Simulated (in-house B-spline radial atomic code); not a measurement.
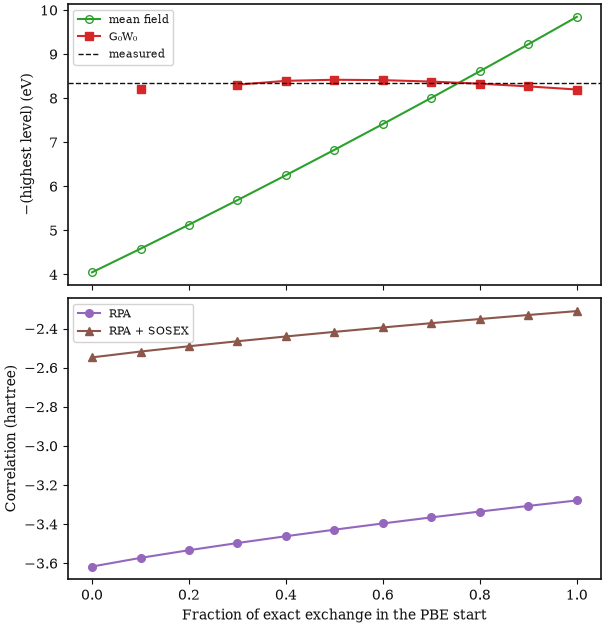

G₀W₀ and RPA for the Pd atom ([Kr] 4d¹⁰) as exact exchange is mixed into the PBE start. All-electron spherical atom, scalar X2C, no spin-orbit coupling, Breit or QED terms; computed with a B-spline radial code.

### Where does the G₀W₀ correction vanish, and how does the correlation energy move?

The mean-field binding energy of 4d runs from 4.05 eV at fraction 0 to 9.85 eV at 1, the G₀W₀ value only from 8.20 to 8.20 eV. The correction vanishes near a fraction of 0.76. The measured removal energy is 8.34 eV. The RPA correlation energy goes from −3.62 to −3.28 hartree, and with SOSEX from −2.55 to −2.31.

Known limits: spin-orbit splitting, Breit and QED terms, absent here, matter against the tabulated value.
